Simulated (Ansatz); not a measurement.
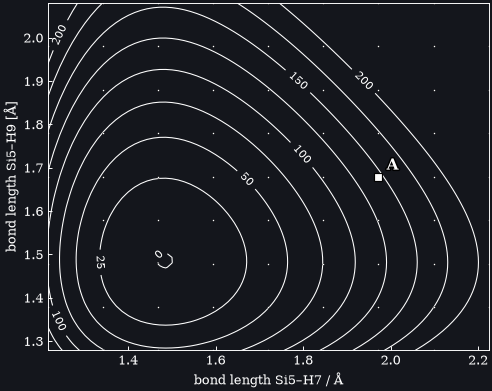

CH4Cl2OSi, SMILES [SiH3]OC(Cl)Cl. 
- The first coordinate is: bond length Si5–H7; the second: bond length Si5–H9.
- Nothing is relaxed (all other coordinates rigid).
- Grid: 9 × 9 points.
- Energies: kJ/mol, counted from the lowest grid point.
- The reference is spin-restricted, which grows unreliable where a bond is stretched far.
- These are results of RKS wB97X-V/def2-SVP in Ansatz 0.2.0, not measurements.

Drawn: contour lines labelled in kJ/mol (none above 200), dots at the grid points, the point A. Between grid points the surface is interpolated.

Is A at rest? If not, where is it pushed?

Answer. A, at bond length Si5–H7 = 1.972 Å, bond length Si5–H9 = 1.679 Å, is not a stationary point. The computed force is 350 kJ/mol for each Å towards smaller values of bond length Si5–H7 and 240 kJ/mol for each Å towards smaller values of bond length Si5–H9.
